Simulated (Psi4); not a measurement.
# U-revPBE0-D4/Sadlej-LPol-ds (density fitting) run of O2F (SMILES [O]OF)

Aim: the electrostatic solvation energy at fixed shape (IEF-PCM, dichloromethane) of O2F at U-revPBE0-D4/Sadlej-LPol-ds (density fitting), from 2 runs. 

The results are computed with Psi4 1.11.

4 further runs of the same task are left out: 2 that didn't finish, 2 set aside as unsound or not needed.

## Step 1: The structure to begin with

O2F has 3 atoms, charge 0, and is taken as a doublet. As SMILES, `[O]OF`. Geometry: relaxed at GFN2-xTB (4 decimals).

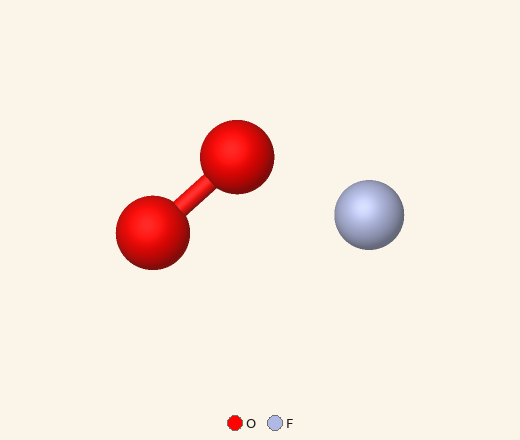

The structure, seen from a chosen angle (oxygen red, fluorine light blue).

## Step 2: A single-point energy at U-revPBE0-D4/Sadlej-LPol-ds (density fitting)

fo2.sdf

```

     RDKit          3D

  3  2  0  0  0  0  0  0  0  0999 V2000
    0.9498   -0.2926    0.4916 O   0  0  0  0  0  1  0  0  0  0  0  0
    0.1247    0.4869    0.1220 O   0  0  0  0  0  0  0  0  0  0  0  0
   -1.0744   -0.1943   -0.6136 F   0  0  0  0  0  0  0  0  0  0  0  0
  2  1  1  0
  3  2  1  0
M  RAD  1   1   2
M  END
$$$$
```

fo2.py

```python
import psi4
from rdkit import Chem

psi4.set_memory('1600 MB')
psi4.set_num_threads(1)
psi4.set_output_file('run.log', False)

rd = Chem.SDMolSupplier('fo2.sdf', removeHs=False, sanitize=False)[0]
xyz = rd.GetConformer().GetPositions()
atoms = '\n'.join(f'{a.GetSymbol()} {x:.4f} {y:.4f} {z:.4f}' for a, (x, y, z) in zip(rd.GetAtoms(), xyz))
m = psi4.geometry('0 2\n' + atoms + '\nsymmetry c1')

psi4.set_options({
    'basis': 'Sadlej-LPol-ds',
    'reference': 'uks',
})

e, wfn = psi4.energy("revpbe0-d4", return_wfn=True)
print(f'total energy {e:.8f} hartree = {e * 27.211386:.5f} eV')
for k, v in sorted(psi4.core.scalar_variables().items()):
    print(f'{k:45s} {v:18.10f}')
```

Run with:

```console
$ python fo2.py
```

run.log:

```text
[...]
  Running in c1 symmetry.
[...]
  Nuclear repulsion =   69.252984905686731
[...]
  Multiplicity = 2
[...]
  Nalpha       = 13
  Nbeta        = 12
[...]
    Number of basis functions: 108
[...]
   @DF-UKS iter   1:  -249.87617314788616   -3.61652e-01   4.60367e-03 DIIS/ADIIS
[...]
   @DF-UKS iter  13:  -249.96214440708567   -4.24516e-08   4.20451e-07 DIIS
[...]
   @S^2 Observed:                7.841430586E-01
[...]
    Orbital Energies [Eh]
    ---------------------
    Alpha Occupied:
       1A    -24.865998     2A    -19.491509     3A    -19.408612
       4A     -1.418527     5A     -1.155622     6A     -0.897673
       7A     -0.650929     8A     -0.641556     9A     -0.623185
      10A     -0.445936    11A     -0.430905    12A     -0.401617
      13A     -0.360960
    Alpha Virtual:
      14A     -0.138936    15A      0.027479    16A      0.042079
      17A      0.055589    18A      0.061193    19A      0.108101
      20A      0.112041    21A      0.113897    22A      0.136435
      23A      0.140605    24A      0.168430    25A      0.185280
[...]
  @DF-UKS Final Energy:  -249.96214440708567
   => Energetics <=
    Nuclear Repulsion Energy =             69.2529849056867306
    One-Electron Energy =                -482.5726751694219274
    Two-Electron Energy =                 184.0597212542107286
    DFT Exchange-Correlation Energy =     -20.7003788120749412
    Empirical Dispersion Energy =          -0.0017965854862595
    VV10 Nonlocal Energy =                  0.0000000000000000
    Total Energy =                       -249.9621444070856739
[...]
 Multipole Moments:
 ------------------------------------------------------------------------------------
     Multipole            Electronic (a.u.)      Nuclear  (a.u.)        Total (a.u.)
 ------------------------------------------------------------------------------------
 L = 1.  Multiply by 2.5417464519 to convert [e a0] to [Debye]
 Dipole X            :         -0.4691734            1.1049778            0.6358044
 Dipole Y            :          0.0544853            0.1743350            0.2288203
 Dipole Z            :         -0.0000000           -0.0000000           -0.0000000
 Magnitude           :                                                    0.6757262
[...]
```

On the terminal:

```text
total energy -249.96214441 hartree = -6801.81640 eV
CURRENT ENERGY                                   -249.9621444071
CURRENT REFERENCE ENERGY                         -249.9621444071
DD SOLVATION ENERGY                                 0.0000000000
DFT FUNCTIONAL TOTAL ENERGY                      -249.9603478216
DFT TOTAL ENERGY                                 -249.9621444071
DFT VV10 ENERGY                                     0.0000000000
DFT XC ENERGY                                     -20.7003788121
DISPERSION CORRECTION ENERGY                       -0.0017965855
GRID ELECTRONS ALPHA                               13.0000003413
GRID ELECTRONS BETA                                12.0000000902
GRID ELECTRONS TOTAL                               25.0000004315
NUCLEAR REPULSION ENERGY                           69.2529849057
ONE-ELECTRON ENERGY                              -482.5726751694
PCM POLARIZATION ENERGY                             0.0000000000
PE ENERGY                                           0.0000000000
REVPBE0-D4(BJ,EEQ)ATM DISPERSION CORRECTION ENERGY      -0.0017965855
SCF ITERATION ENERGY                             -249.9621444071
SCF ITERATIONS                                     13.0000000000
SCF TOTAL ENERGY                                 -249.9621444071
TWO-ELECTRON ENERGY                               184.0597212542
XC GRID RADIAL POINTS                              75.0000000000
XC GRID SPHERICAL POINTS                          302.0000000000
XC GRID TOTAL POINTS                            66805.0000000000
```

Run time: 7.2 s. Hardware: 1 thread of INTEL XEON PLATINUM 8581C at 2.30GHz (Emerald Rapids), shared host; peak memory 0.49 GiB.

## Step 3: A single-point energy at U-revPBE0-D4/Sadlej-LPol-ds (density fitting, IEF-PCM dichloromethane)

calc.inp

```
memory 1.6 GB

molecule mol {
  0 2
  O
  O 1 R2
  F 2 R3 1 A3

  R2 = 1.19371
  R3 = 1.563004
  A3 = 113.04017
  units angstrom
  symmetry c1
}

set {
  basis Sadlej-LPol-ds
  reference uks
  pcm true
}

pcm = {
  Units = Angstrom
  Medium {
    SolverType = IEFPCM
    Solvent = Methylenechloride
  }
  Cavity {
    Type = GePol
    RadiiSet = UFF
    Scaling = False
    Area = 0.5
    Mode = Implicit
  }
}

E, wfn = energy("revpbe0-d4", return_wfn=True)
```

Run with:

```console
$ psi4 calc.inp calc.out -n 1
```

calc.out:

```text
[...]
  Running in c1 symmetry.
[...]
  Nuclear repulsion =   69.253924793060804
[...]
  Multiplicity = 2
[...]
  Nalpha       = 13
  Nbeta        = 12
[...]
    Number of basis functions: 108
[...]
   @DF-UKS iter   1:  -249.88584228654818   -3.71212e-01   4.50407e-03 ADIIS/DIIS
[...]
   @DF-UKS iter  12:  -249.96541661157562   -3.40483e-07   9.15537e-07 DIIS
[...]
   @S^2 Observed:                7.784920248E-01
[...]
    Orbital Energies [Eh]
    ---------------------
    Alpha Occupied:
       1A    -24.863029     2A    -19.486549     3A    -19.404947
       4A     -1.412389     5A     -1.155893     6A     -0.892146
       7A     -0.643921     8A     -0.637410     9A     -0.615997
      10A     -0.445954    11A     -0.432263    12A     -0.398725
      13A     -0.355465
    Alpha Virtual:
      14A     -0.135969    15A      0.033284    16A      0.044978
      17A      0.056810    18A      0.067581    19A      0.108857
      20A      0.115054    21A      0.117186    22A      0.134987
      23A      0.142131    24A      0.171404    25A      0.185833
[...]
  @DF-UKS Final Energy:  -249.96541661157562
   => Energetics <=
    Nuclear Repulsion Energy =             69.2539247930608042
    One-Electron Energy =                -482.5641010551772752
    Two-Electron Energy =                 184.0507269919387454
    DFT Exchange-Correlation Energy =     -20.7002150777139455
    Empirical Dispersion Energy =          -0.0017965921841790
    VV10 Nonlocal Energy =                  0.0000000000000000
    PCM Polarization Energy =              -0.0039556714997857
    Total Energy =                       -249.9654166115756198
[...]
 Multipole Moments:
 ------------------------------------------------------------------------------------
     Multipole            Electronic (a.u.)      Nuclear  (a.u.)        Total (a.u.)
 ------------------------------------------------------------------------------------
 L = 1.  Multiply by 2.5417464519 to convert [e a0] to [Debye]
 Dipole X            :          0.1178482           -0.8564325           -0.7385843
 Dipole Y            :         -0.2818559            0.7196328            0.4377770
 Dipole Z            :          0.0000000            0.0000000            0.0000000
 Magnitude           :                                                    0.8585776
[...]
```

Wall time 9 s (1 thread of INTEL XEON PLATINUM 8581C at 2.30GHz (Emerald Rapids), shared host); peak memory 0.45 GiB.

## Step 4: Summary of results

At U-revPBE0-D4/Sadlej-LPol-ds (density fitting):

| quantity | value |
| --- | --- |
| gas phase: total energy | -249.96214 Eh |
| gas phase: dipole moment | 1.72 D |
| gas phase: HOMO energy (highest over α and β) | -9.82 eV |
| gas phase: LUMO energy (lowest over α and β) | -4.23 eV |
| gas phase: dispersion energy | -4.72 kJ/mol |
| gas phase: ⟨S²⟩ | 0.784 |
| IEF-PCM, dichloromethane: total energy | -249.96542 Eh |
| IEF-PCM, dichloromethane: dipole moment | 2.18 D |
| IEF-PCM, dichloromethane: HOMO energy (highest over α and β) | -9.67 eV |
| IEF-PCM, dichloromethane: LUMO energy (lowest over α and β) | -4.04 eV |
| IEF-PCM, dichloromethane: dispersion energy | -4.72 kJ/mol |
| IEF-PCM, dichloromethane: solvent term in the energy | -10.4 kJ/mol |
| IEF-PCM, dichloromethane: ⟨S²⟩ | 0.778 |
| energy change from gas to solvent at fixed shape | -0.089 eV |

In words: The solvent model (IEF-PCM, dichloromethane) lowers the energy by 0.09 eV (−2.1 kcal/mol) at the same shape. It holds the electrostatic part alone, without cavity or dispersion terms.
